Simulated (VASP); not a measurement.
Band structure of PtS2 (1T layered). Method: r2SCAN+rVV10, VASP's PBE PAW potentials (set 64) (plane waves; VASP).

Unless said otherwise, spin-orbit coupling is left out, though it shifts the bands of the heavy elements here.

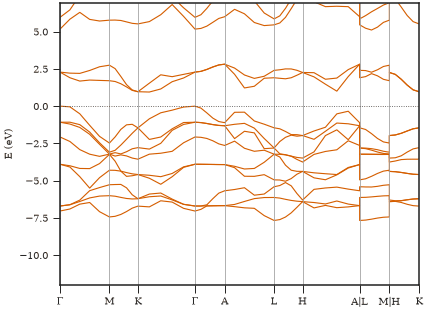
Bands along high-symmetry lines, zero at the valence-band maximum or, without a gap, the Fermi level

Task: Read the plot: is there a gap, and where are the band edges?

Result: The gap is indirect, 0.93 eV, from the valence maximum at Γ to the conduction minimum at (0.00, 0.25, 0.40).

The compound is PtS2 in the 1T layered structure. It was relaxed first.
